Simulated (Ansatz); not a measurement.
Consider BaS in the rock salt structure (space group Fm-3m, No. 225; a = 6.428 Å).

One thing is altered: Te takes the place of S on all its sites, then cell and atoms are relaxed.

Level of theory: Ansatz (a program for electronic structure), PBE, PAW, cutoff 420 eV, no SOC.

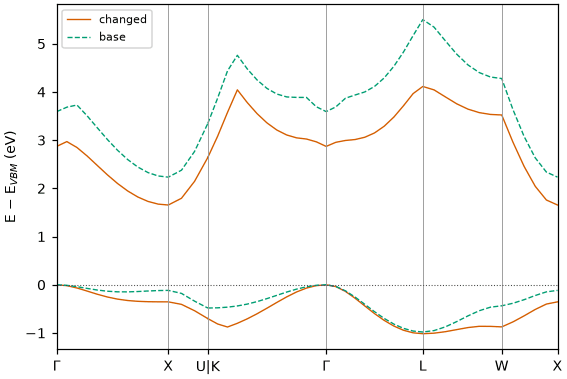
Highest valence and lowest conduction band along the path, each from its own valence-band maximum

**Question.** From the figure, how large is the changed gap, and is it direct?

**Answer.** About 1.7 eV, indirect, Γ → X.

Spin-orbit coupling, missing from the scalar runs, can matter with Te. No phonon test of stability was made.
